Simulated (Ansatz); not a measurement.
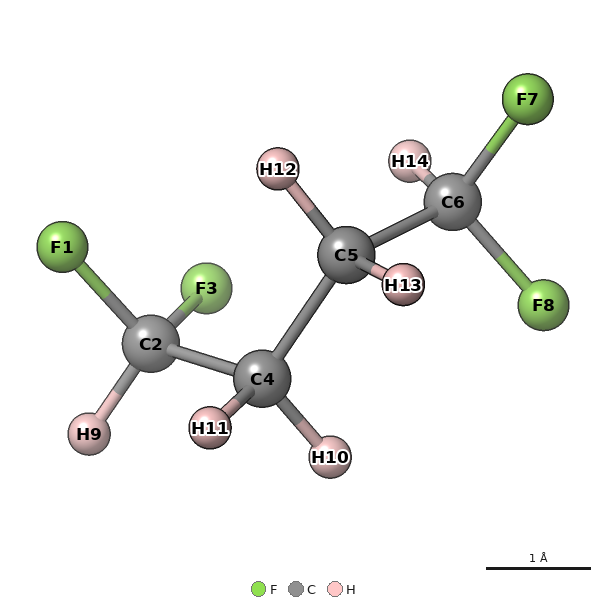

Simulated data, not a measurement (program: Ansatz).

Orthographic view. Depth is shown by fading: the farther an atom, the more it takes the colour of the background. Charge +1, doublet. Geometry: the geometry of the neutral molecule.

Write the connection table.

F1: C2
C2: F1, F3, C4, H9
F3: C2
C4: C2, C5, H10, H11
C5: C4, C6, H12, H13
C6: C5, F7, F8, H14
F7: C6
F8: C6
(terminal hydrogens appear only as neighbours)
